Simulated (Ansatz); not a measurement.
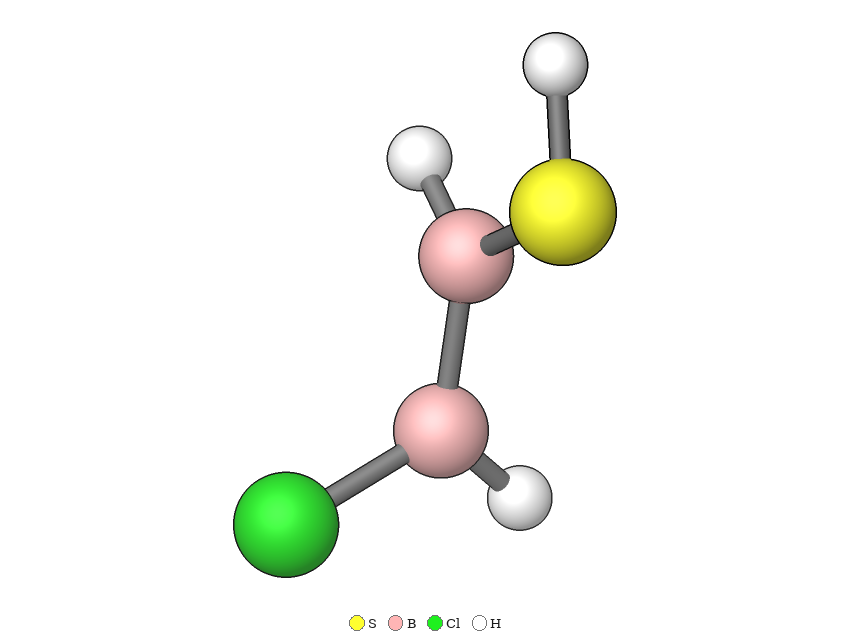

Ball-and-stick drawing of a structure.

The computed structure is the end point of a PBE0-D4/def2-TZVP optimisation.

What does the picture show?

Formula B₂ClH₃S. Its SMILES string is `SBBCl`. It has no ring. Among its groups: B–H bond. This geometry has C1 symmetry. Coordination: 1 S bent; 2 B trigonal planar.

More results for the same structure follow; atom numbers are the same in all pictures, views and colours differ.

Dipole moment

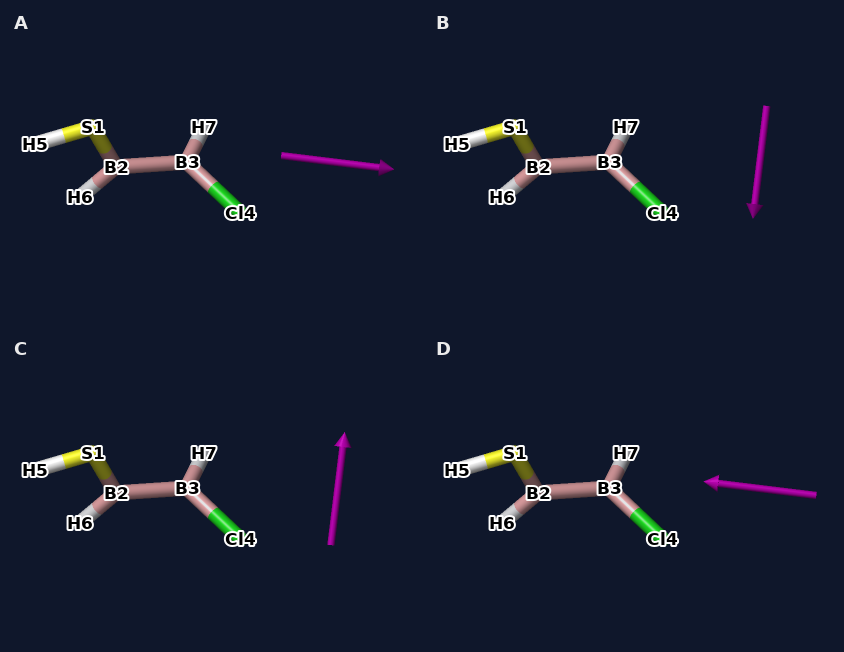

The same molecule four times, each with an arrow. Level of theory: RKS r2SCAN-D4/def2-TZVPP (Ansatz 0.2.0).

Which arrow points along the dipole moment, from the negative to the positive end?

D. The dipole moment is 1.47 D; it points from the side of Cl4 to the side of H5 (the outermost atoms at the two ends).

Thermal motion

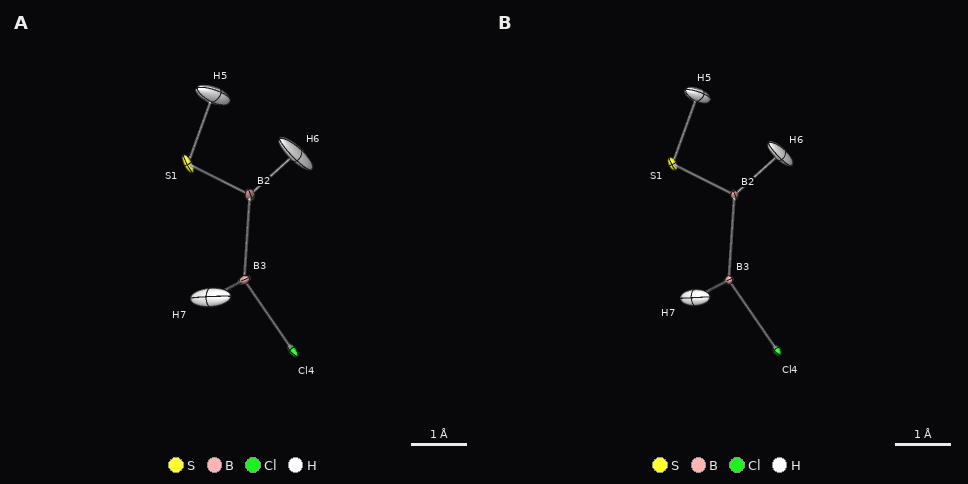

Displacement ellipsoids at the 50 % level, scaled by 0.7, from the internal vibrations of the free molecule (harmonic, no overall translation or rotation; no half-axis is drawn under 0.075 Å). Vibrations computed with RKS PBE0-D4/def2-TZVP (Ansatz 0.2.0). One panel is for 298 K, the other for 600 K.

Which panel is for 600 K?

A.

How much does the mean-square displacement of Cl4 grow, and why?

U_eq goes from 0.0045 to 0.0089 Å², a factor of 2.0. Modes below kT (417 cm⁻¹ at 600 K) grow about in proportion to T, and the lowest lies at 73 cm⁻¹; the mean-square amplitude of a mode is its zero-point value times coth(ħω/2kT), which comes close to 1 only above about 3kT.

Vibrations

Harmonic vibrations computed with RKS PBE0-D4/def2-TZVP (Ansatz 0.2.0) at a stationary point of the same level.

How many vibrational modes are there, and where do they lie?

15 modes: 73, 171, 223, 480, 640, 727, 792, 828, 887, 898, 1027, 1172, 2618, 2627, 2693 cm⁻¹.

Charges

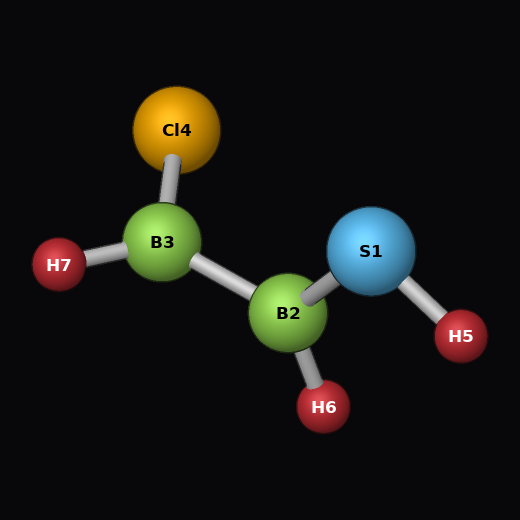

The questions are on Mulliken charges. Properties computed with RKS PBE-D4/def2-TZVPP (Ansatz 0.2.0).

Which atom carries the highest charge (most positive or least negative)?

H5 (0.12 e).

And the lowest?

S1 (−0.11 e).

Give the Mulliken charges atom by atom.

```json
{"atom": "S1", "value (e)": "−0.11"}
{"atom": "B2", "value (e)": "−0.02"}
{"atom": "B3", "value (e)": "0.05"}
{"atom": "Cl4", "value (e)": "−0.10"}
{"atom": "H5", "value (e)": "0.12"}
{"atom": "H6", "value (e)": "0.04"}
{"atom": "H7", "value (e)": "0.02"}
```

Mulliken values depend strongly on the basis set and can even reverse the polarity of a bond.
